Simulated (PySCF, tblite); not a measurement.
# CH₁₀O₃Si₃, a small molecule taken as a stand-in for a surface group (Si site with back bonds O[SiH3], C[SiH3], O): NMR shifts, core binding energies and electronic excitations, part 1 of 2

Aim: the NMR shifts, core binding energies and electronic excitations of `O[Si](O)(C[SiH3])O[SiH3]`.

Programs: tblite 0.8.0 and PySCF 2.14.0. All values are calculated, for the isolated system unless a continuum is named. Atoms count from 0, parts from 1.

### 1 The system as given

17 atoms, charge 0, multiplicity 1; geometry: distance geometry start.

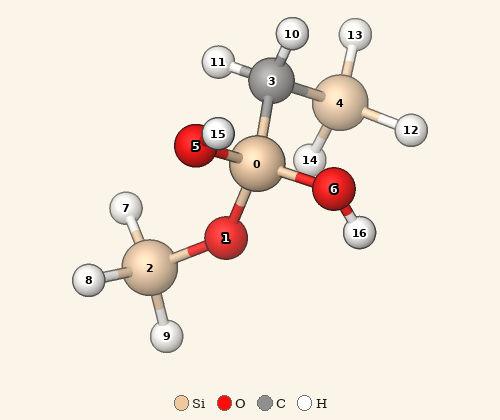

The starting geometry (silicon light orange, oxygen red, carbon grey, hydrogen white), atoms numbered.

### 2 Relaxing the cluster with GFN2-xTB

Job settings and geometry (Å):

```
{"job": {"kind": "relax", "xc": "GFN2-xTB", "basis": "xTB"}, "charge": 0, "multiplicity": 1}
Si     0.226201    -0.406094     0.860000
O      0.896983     1.021700     0.372947
Si     2.074883     1.591243    -0.662872
C     -0.736775    -1.284836    -0.437328
Si    -2.115192    -0.206545    -1.003118
O      1.475172    -1.351001     1.396940
O     -0.665008    -0.091056     2.219544
H      1.874649     0.952068    -2.014090
H      3.409686     1.234828    -0.152881
H      1.944298     3.047182    -0.814332
H     -1.144829    -2.232583    -0.014319
H     -0.090068    -1.565787    -1.282615
H     -2.969418     0.221986     0.125942
H     -2.940022    -0.947454    -1.977326
H     -1.578704     0.997575    -1.681761
H      1.293889    -1.823020     2.234659
H     -0.972935     0.849939     2.277716
```

Method: GFN2-xTB geometry optimisation, gas phase.

Run with:

```
$ OMP_NUM_THREADS=1 python cluster_run.py task.json out
```

The driver reads the jobs from task.json and runs them one after another.

Output:

```text
step      E/eV     max force
  0    -675.31705    2.290
  1    -675.48740    0.685
  2    -675.51750    0.480
  3    -675.53984    0.390
  4    -675.55473    0.306
  5    -675.56853    0.351
  6    -675.57884    0.280
  7    -675.58834    0.242
  8    -675.59671    0.210
  9    -675.60285    0.173
 10    -675.60713    0.168
 11    -675.61088    0.168
 12    -675.61478    0.175
 13    -675.61809    0.181
 14    -675.62040    0.125
 15    -675.62231    0.102
 16    -675.62442    0.142
 17    -675.62647    0.132
 18    -675.62781    0.106
 19    -675.62858    0.065
 20    -675.62923    0.076
 21    -675.62988    0.074
 22    -675.63053    0.066
 23    -675.63118    0.060
 24    -675.63192    0.056
 25    -675.63277    0.082
 26    -675.63358    0.084
 27    -675.63417    0.059
 28    -675.63469    0.061
 29    -675.63530    0.068
 30    -675.63614    0.076
 31    -675.63675    0.063
 32    -675.63725    0.061
 33    -675.63768    0.054
 34    -675.63826    0.064
 35    -675.63890    0.066
 36    -675.63960    0.066
 37    -675.64009    0.065
 38    -675.64056    0.055
 39    -675.64096    0.057
 40    -675.64163    0.058
 41    -675.64214    0.064
 42    -675.64262    0.059
 43    -675.64289    0.064
 44    -675.64312    0.044
 45    -675.64340    0.056
 46    -675.64401    0.062
 47    -675.64474    0.061
 48    -675.64546    0.074
 49    -675.64560    0.170
 50    -675.64642    0.093
 51    -675.64700    0.106
 52    -675.64966    0.107
 53    -675.65034    0.088
 54    -675.65086    0.081
 55    -675.65138    0.093
 56    -675.65264    0.130
 57    -675.65434    0.127
 58    -675.65598    0.194
 59    -675.65607    0.169
 60    -675.65728    0.140
 61    -675.65760    0.104
 62    -675.65830    0.068
 63    -675.65919    0.054
 64    -675.65997    0.073
 65    -675.66030    0.057
 66    -675.66044    0.048
 67    -675.66060    0.033
 68    -675.66097    0.051
 69    -675.66118    0.043
 70    -675.66156    0.034
 71    -675.66186    0.051
 72    -675.66217    0.049
 73    -675.66239    0.029
 74    -675.66250    0.020
 75    -675.66263    0.030
 76    -675.66282    0.032
 77    -675.66298    0.065
 78    -675.66312    0.033
 79    -675.66323    0.028
 80    -675.66332    0.034
 81    -675.66344    0.035
 82    -675.66357    0.030
 83    -675.66367    0.020
 84    -675.66375    0.018
 85    -675.66382    0.016
 86    -675.66388    0.019
 87    -675.66397    0.024
 88    -675.66406    0.023
 89    -675.66414    0.018
 90    -675.66420    0.013
 91    -675.66424    0.011
 92    -675.66429    0.014
 93    -675.66433    0.015
 94    -675.66437    0.017
 95    -675.66441    0.030
 96    -675.66445    0.020
 97    -675.66450    0.046
 98    -675.66455    0.021
 99    -675.66460    0.016
100    -675.66463    0.015
101    -675.66469    0.016
102    -675.66478    0.029
103    -675.66491    0.037
104    -675.66503    0.034
105    -675.66512    0.020
106    -675.66520    0.022
107    -675.66528    0.026
108    -675.66537    0.030
109    -675.66547    0.031
110    -675.66557    0.022
111    -675.66564    0.020
112    -675.66568    0.017
113    -675.66572    0.015
114    -675.66575    0.014
115    -675.66578    0.015
116    -675.66582    0.012
117    -675.66585    0.013
118    -675.66589    0.013
119    -675.66592    0.011
120    -675.66595    0.011
121    -675.66597    0.012
122    -675.66600    0.014
123    -675.66603    0.016
124    -675.66607    0.015
125    -675.66611    0.018
126    -675.66616    0.021
127    -675.66621    0.019
128    -675.66627    0.020
129    -675.66632    0.022
130    -675.66638    0.018
131    -675.66643    0.018
132    -675.66647    0.012
133    -675.66649    0.011
134    -675.66650    0.009
135    -675.66651    0.009
136    -675.66653    0.010
137    -675.66655    0.008
138    -675.66656    0.007
```

Wall time 5.2 s (1 thread of Intel Xeon 6975P-C, shared host).

Along the way:

```tsv
step	energy from step 0 (eV)	largest force (eV/Å)
0	0.0000	2.2897
5	-0.2515	0.3510
10	-0.2901	0.1675
15	-0.3053	0.1018
20	-0.3122	0.0753
25	-0.3157	0.0819
30	-0.3191	0.0764
35	-0.3219	0.0661
40	-0.3246	0.0585
45	-0.3264	0.0560
50	-0.3294	0.0932
55	-0.3343	0.0931
60	-0.3402	0.1403
65	-0.3433	0.0572
70	-0.3445	0.0344
75	-0.3456	0.0302
80	-0.3463	0.0339
85	-0.3468	0.0164
90	-0.3472	0.0131
95	-0.3474	0.0297
100	-0.3476	0.0149
105	-0.3481	0.0210
110	-0.3485	0.0215
115	-0.3487	0.0139
120	-0.3489	0.0110
125	-0.3491	0.0184
130	-0.3493	0.0184
135	-0.3495	0.0099
138	-0.3495	0.0073
```

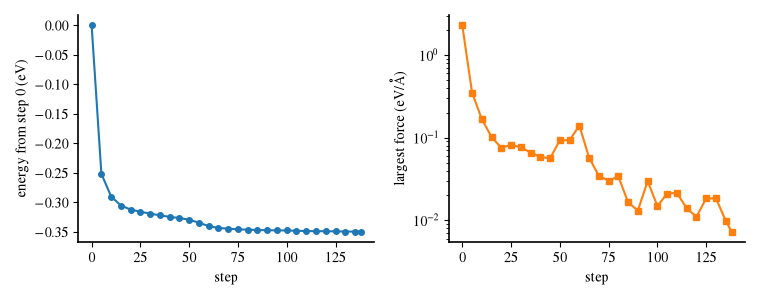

Energy and largest force along the relaxation.

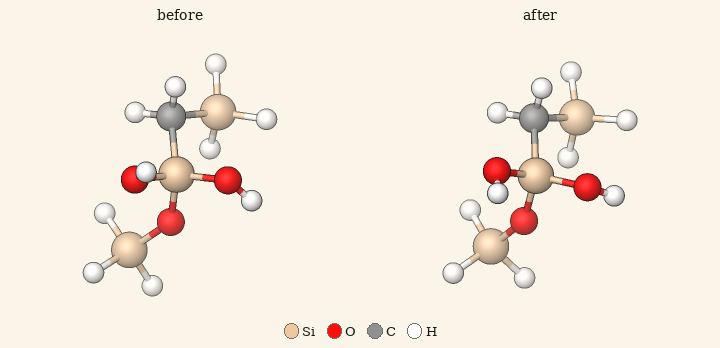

The geometry before (left) and after (right).

Distances of close pairs at the start and the end, largest changes first:

```tsv
bond	before (Å)	after (Å)	change (Å)
O1–Si2	1.669	1.615	-0.054
C3–Si4	1.839	1.892	+0.053
Si0–C3	1.839	1.887	+0.047
Si2–H7	1.508	1.464	-0.044
O6–H16	0.992	0.952	-0.039
Si0–O5	1.656	1.619	-0.037
Si0–O6	1.656	1.628	-0.027
C3–H10	1.115	1.088	-0.027
```

### 3 Optimising the geometry at PBE0-D3(BJ)/def2-SVP

Job settings and geometry (Å):

```
{"job": {"xc": "PBE0", "basis": "def2-SVP", "d3": "d3bj", "grid": 2, "kind": "geom", "shake": 0.01}, "charge": 0, "multiplicity": 1}
Si     0.305870    -0.542482     1.026583
O      1.053637     0.791058     0.437491
Si     1.948534     1.506970    -0.696837
C     -0.739928    -1.277506    -0.343634
Si    -2.046503    -0.091832    -1.084646
O      1.324059    -1.642960     1.524839
O     -0.534370    -0.019986     2.332238
H      1.699230     0.930813    -2.004860
H      3.368801     1.309110    -0.303967
H      1.564360     2.910878    -0.603580
H     -1.291769    -2.159571     0.063459
H     -0.113760    -1.637610    -1.126328
H     -3.042963     0.329350    -0.056320
H     -2.784436    -0.759574    -2.149601
H     -1.407809     1.108946    -1.608339
H      1.803114    -1.506202     2.351935
H     -1.115582     0.750397     2.261658
```

Output:

```text
step   0  E = -1137.32493344  max force = 0.035440
step   1  E = -1137.33533526  max force = 0.003790
step   2  E = -1137.33563503  max force = 0.001632
step   3  E = -1137.33572769  max force = 0.001512
step   4  E = -1137.33587042  max force = 0.001815
step   5  E = -1137.33602228  max force = 0.003276
step   6  E = -1137.33617144  max force = 0.003410
step   7  E = -1137.33628728  max force = 0.001915
step   8  E = -1137.33634689  max force = 0.001019
step   9  E = -1137.33637942  max force = 0.000943
step  10  E = -1137.33642581  max force = 0.001430
step  11  E = -1137.33646904  max force = 0.001418
step  12  E = -1137.33650660  max force = 0.000780
step  13  E = -1137.33652516  max force = 0.000531
step  14  E = -1137.33653292  max force = 0.000440
optimisation converged
```

Wall time 3.4 min (1 thread of Intel Xeon 6975P-C, shared host); peak memory 0.87 GiB.

Step by step:

```tsv
step	energy from step 0 (eV)	largest force component (eV/Å)
0	0.0000	1.8224
1	-0.2830	0.1949
2	-0.2912	0.0839
3	-0.2937	0.0778
4	-0.2976	0.0933
5	-0.3017	0.1685
6	-0.3058	0.1753
7	-0.3090	0.0985
8	-0.3106	0.0524
9	-0.3115	0.0485
10	-0.3127	0.0735
11	-0.3139	0.0729
12	-0.3149	0.0401
13	-0.3154	0.0273
14	-0.3156	0.0226
```

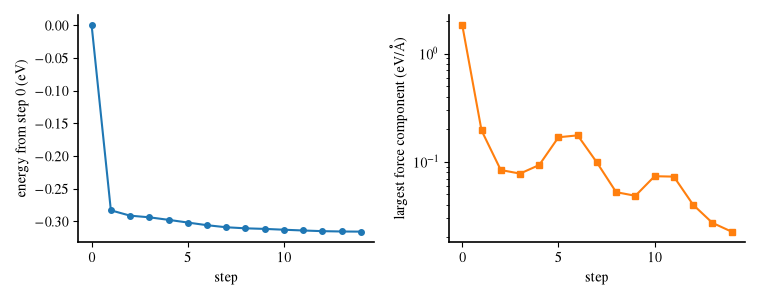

Energy and force, step by step.

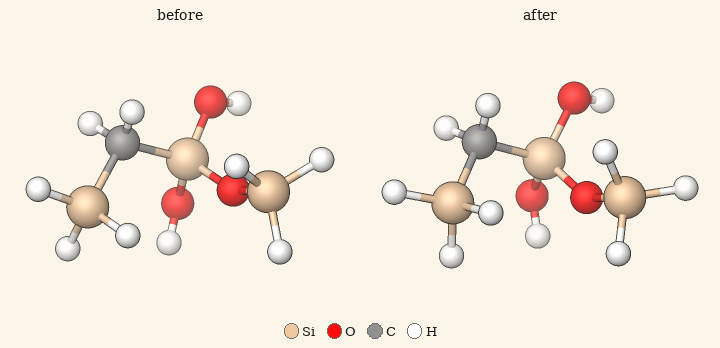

Before and after, at one scale.

Close pairs (by a distance rule), those that changed most:

```tsv
bond	before (Å)	after (Å)	change (Å)
Si0–O5	1.580	1.651	+0.071
O1–Si2	1.612	1.659	+0.047
Si2–H7	1.451	1.495	+0.044
Si4–H14	1.457	1.496	+0.038
C3–H11	1.065	1.103	+0.038
Si4–H13	1.458	1.495	+0.037
C3–Si4	1.914	1.881	-0.033
Si2–H9	1.459	1.491	+0.032
```

The next job starts from the end point, and lists it.

```tsv
at the end point	value
point group (found at 0.08 Å tolerance)	C1
rotational constants (GHz, main isotopes)	1.392, 1.244, 0.817
dipole moment (D)	0.86
```

### 4 Shielding tensors: PBE0/pcSseg-1

Job settings and geometry (Å):

```
{"job": {"kind": "nmr", "xc": "PBE0", "basis": "pcSseg-1"}, "charge": 0, "multiplicity": 1}
Si     0.153343    -0.550121     0.976158
O      0.738313     0.908522     0.443708
Si     1.711245     1.621239    -0.695570
C     -0.891826    -1.304381    -0.351963
Si    -1.971910    -0.052341    -1.248362
O      1.370191    -1.608371     1.329330
O     -0.677468    -0.227397     2.370397
H      1.917476     0.706980    -1.860064
H      3.038556     1.946741    -0.094484
H      1.061287     2.879741    -1.159659
H     -1.526559    -2.083951     0.101238
H     -0.237635    -1.805689    -1.085226
H     -2.673552     0.829708    -0.263592
H     -3.006274    -0.727731    -2.090246
H     -1.136513     0.814948    -2.135212
H      1.825581    -1.454993     2.162918
H     -0.982351     0.679046     2.468635
```

Method: GIAO PBE0/pcSseg-1 NMR shielding, non-relativistic, gas phase.

Output:

```text
coarse grid: 15416 points
cycle   1  E = -1137.4398816490  dE =  5.657e-01  |g| = 1.167e+00  |ddm| = 3.731e+00
cycle   2  E = -1137.1810908269  dE =  2.588e-01  |g| = 1.666e+00  |ddm| = 1.946e+00
cycle   3  E = -1137.6762169291  dE = -4.951e-01  |g| = 1.201e-01  |ddm| = 1.293e+00
cycle   4  E = -1137.6783279159  dE = -2.111e-03  |g| = 6.419e-02  |ddm| = 1.262e-01
cycle   5  E = -1137.6791169611  dE = -7.890e-04  |g| = 1.251e-02  |ddm| = 4.803e-02
cycle   6  E = -1137.6791388285  dE = -2.187e-05  |g| = 4.512e-03  |ddm| = 1.022e-02
cycle   7  E = -1137.6791435673  dE = -4.739e-06  |g| = 5.475e-04  |ddm| = 3.994e-03
final grid: 134336 points
cycle   8  E = -1137.7474867306  dE = -1.707e-05  |g| = 9.968e-03  |ddm| = 1.811e-02
cycle   9  E = -1137.7474656412  dE =  2.109e-05  |g| = 1.452e-02  |ddm| = 1.581e-02
cycle  10  E = -1137.7475047598  dE = -3.912e-05  |g| = 6.275e-04  |ddm| = 9.629e-03
cycle  11  E = -1137.7475048115  dE = -5.171e-08  |g| = 3.231e-04  |ddm| = 6.386e-04
cycle  12  E = -1137.7475048309  dE = -1.939e-08  |g| = 5.190e-05  |ddm| = 2.283e-04
cycle  13  E = -1137.7475048313  dE = -3.768e-10  |g| = 2.064e-05  |ddm| = 5.305e-05
converged SCF energy = -1137.7475048313

GIAO shielding tensors (ppm)
atom      isotropic    diamagn.    paramagn.     s11        s22        s33       span
  0 Si     387.448     881.197    -493.750    359.099    383.692    419.553     60.454
  1 O      279.768     403.885    -124.116    237.517    284.957    316.832     79.315
  2 Si     392.111     879.334    -487.223    348.406    363.891    464.035    115.629
  3 C      195.969     262.992     -67.022    190.512    193.775    203.620     13.108
  4 Si     420.846     880.814    -459.967    393.860    405.857    462.823     68.963
  5 O      270.190     388.409    -118.218    237.335    256.383    316.853     79.518
  6 O      276.825     390.639    -113.815    247.069    266.789    316.616     69.547
  7 H       26.275      30.294      -4.020     22.864     25.218     30.742      7.877
  8 H       26.278      28.342      -2.065     22.644     24.365     31.824      9.180
  9 H       26.400      29.272      -2.872     23.084     24.653     31.464      8.380
 10 H       31.316      30.724       0.592     25.919     28.681     39.349     13.430
 11 H       31.200      33.428      -2.228     26.564     28.785     38.251     11.687
 12 H       27.518      30.195      -2.677     24.059     26.456     32.039      7.980
 13 H       27.256      28.538      -1.281     23.603     24.803     33.363      9.760
 14 H       27.393      30.937      -3.544     23.502     27.004     31.673      8.171
 15 H       29.347      29.919      -0.572     21.716     23.227     43.098     21.382
 16 H       29.509      32.934      -3.425     21.882     24.659     41.985     20.102
```

Wall time 21 s (1 thread of Intel Xeon 6975P-C, shared host); peak memory 0.97 GiB.

Shifts follow as δ = σ(reference) − σ, with reference shieldings (ppm) from runs at the same level and on the same kind of geometry: $^{1}$H TMS 31.27, $^{13}$C TMS 184.4, $^{29}$Si TMS 352.0, $^{17}$O H2O 334.6. The references are single molecules in the gas phase, so shifts against H2O, NH3, PH3, H3PO4 or CFCl3 are not on the usual liquid scales and can be off by tens of ppm.

```tsv
atoms	environment	σ (ppm)	δ (ppm)
C3	carbon bonded to 2 Si, 2 H	196.0	-11.6
H7	hydrogen on a silicon bonded to O	26.27	4.99
H8	hydrogen on a silicon bonded to O	26.28	4.99
H9	hydrogen on a silicon bonded to O	26.40	4.87
H13	hydrogen on a silicon bonded to C	27.26	4.01
H14	hydrogen on a silicon bonded to C	27.39	3.87
H12	hydrogen on a silicon bonded to C	27.52	3.75
H15	hydrogen on an oxygen bonded to Si	29.35	1.92
H16	hydrogen on an oxygen bonded to Si	29.51	1.76
H11	hydrogen on a carbon bonded to 2 Si	31.20	0.07
H10	hydrogen on a carbon bonded to 2 Si	31.32	-0.05
Si0	silicon bonded to C, 3 O	387.4	-35.5
Si2	silicon bonded to O, 3 H	392.1	-40.1
Si4	silicon bonded to C, 3 H	420.8	-68.9
O5	oxygen bonded to Si, H	270.2	64.4
O6	oxygen bonded to Si, H	276.8	57.7
O1	oxygen bonded to 2 Si	279.8	54.8
```

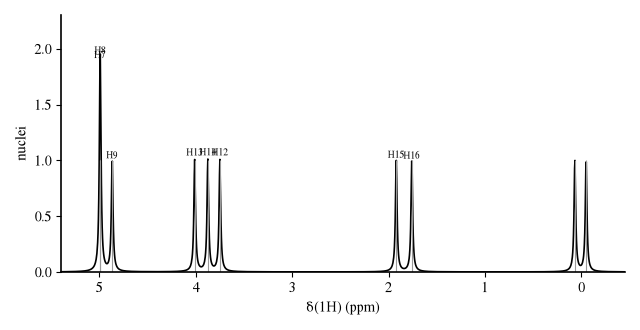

$^{1}$H lines at the computed shifts, without couplings. Lines are broadened to a width of 0.02 ppm (Lorentzian).

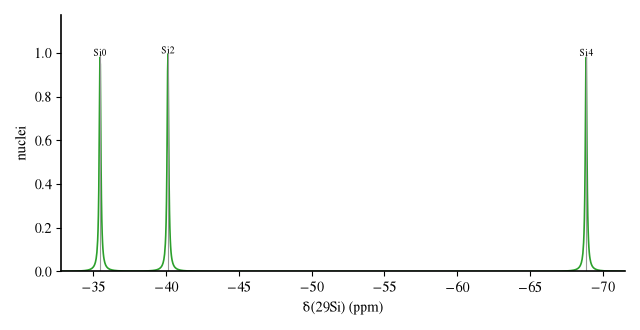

$^{29}$Si lines at the computed shifts, without couplings. Lines are broadened to a width of 0.13 ppm (Lorentzian).

The run also stored atomic charges by several schemes (e):

```tsv
atoms	Mulliken	IAO	Hirshfeld	ESP fit
Si0	1.32	1.58	0.52	1.20
O1	-0.79	-0.89	-0.31	-0.61
Si2	0.70	0.85	0.38	0.56
C3	-0.89	-0.89	-0.25	-0.62
Si4	0.46	0.60	0.31	0.44
O5	-0.56	-0.78	-0.31	-0.77
O6	-0.56	-0.79	-0.32	-0.77
```

IAO charges:

Si0 1.58; O1 -0.89; Si2 0.85; C3 -0.89; Si4 0.60; O5 -0.78; O6 -0.79; H7 -0.14; H8 -0.14; H9 -0.13; H10 0.18; H11 0.18; H12 -0.12; H13 -0.11; H14 -0.12; H15 0.37; H16 0.37

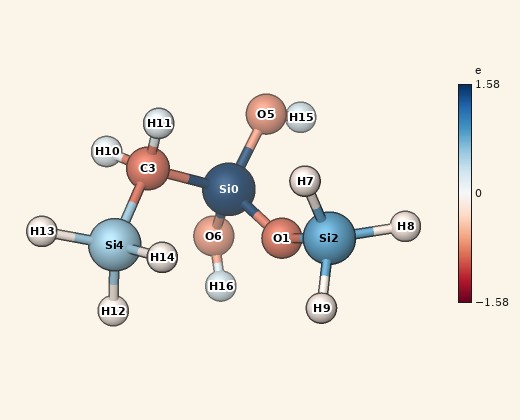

IAO charges, as colours on the atoms.

Mayer bond orders: Si0–O1 0.85, O1–Si2 0.89, Si0–C3 0.90, C3–Si4 0.92, Si0–O5 1.06, Si0–O6 1.06.

(Continued in part 2 of 2.)
